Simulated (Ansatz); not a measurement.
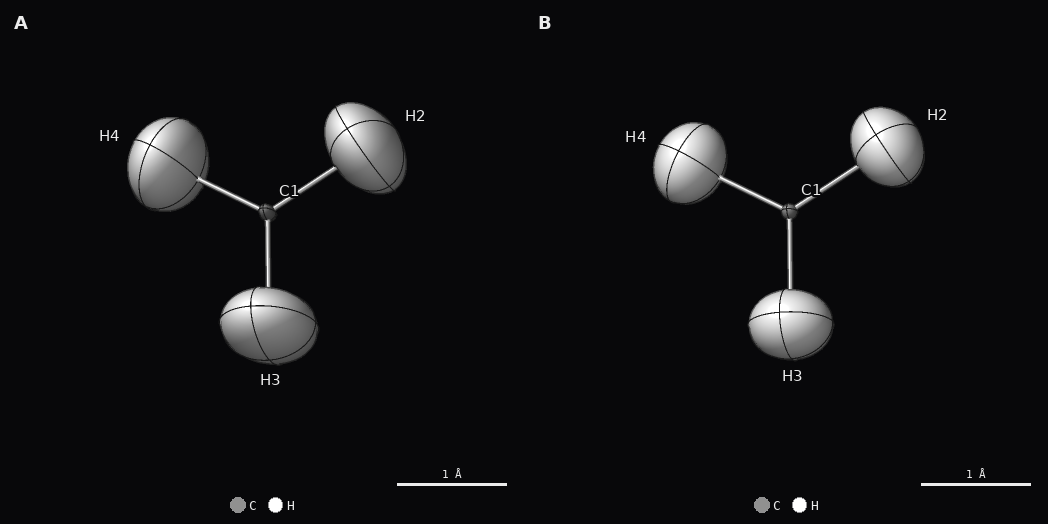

Displacement ellipsoids at the 50 % level, scaled by 3, from the internal vibrations of the free molecule (harmonic, no overall translation or rotation; no half-axis is drawn under 0.075 Å). Charge 0, doublet. Vibrations computed with UKS PBE0-D4/def2-TZVP (Ansatz 0.2.0). One panel is for 100 K, the other for 900 K.

Question: Which panel is for 900 K?

Answer: A.

Question: How much does the mean-square displacement of C1 grow, and why?

Answer: U_eq goes from 0.00027 to 0.00056 Å², a factor of 2.1. Modes below kT (626 cm⁻¹ at 900 K) grow about in proportion to T, and the lowest lies at 525 cm⁻¹; the mean-square amplitude of a mode is its zero-point value times coth(ħω/2kT), which comes close to 1 only above about 3kT.
